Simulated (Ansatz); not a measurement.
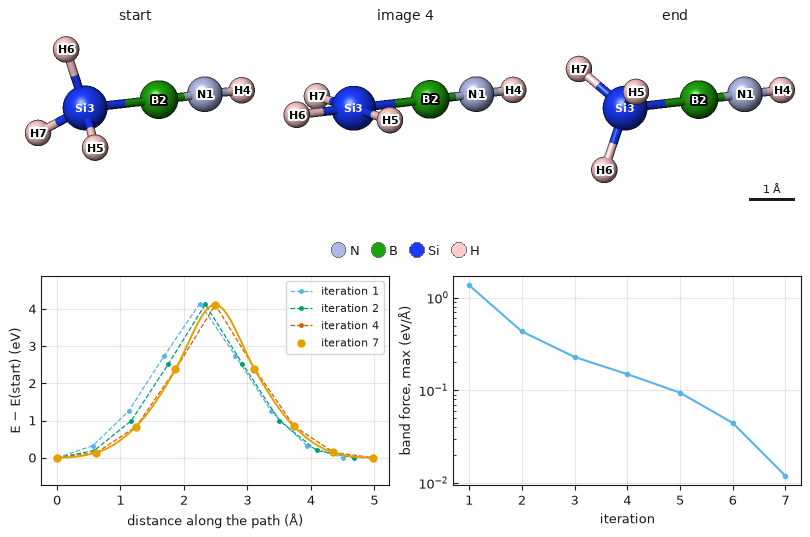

NEB run on BSiNH₄. Images are numbered from 0 (start) to 8 (end). The plot follows the band through its iterations. Style: ball-and-stick. Shown at a tilt.

Theory: RKS BHLYP/def2-SVP in Ansatz 0.2.0. Run with 7 movable images; climbing image; force threshold 0.03 eV/Å; iteration limit 60; starting path by straight interpolation.

Judge this run.

The run is converged, with reservations. The band converged in 7 iterations. The largest component of the band force went from 1.4 to 0.012 eV/Å. The climbing image converged on the top of the path. Its curvatures weren't checked. The straight starting path can push atoms close together and costs iterations. The first iteration put the highest image at 4.15 eV. The two ends have the same energy, and the highest point, image 4, lies 4.11 eV above the start.

The run took 82 s on 1 thread of Intel(R) Xeon(R) Platinum 8375C CPU @ 2.90GHz (Ice Lake) (shared host), peak memory 0.13 GiB.
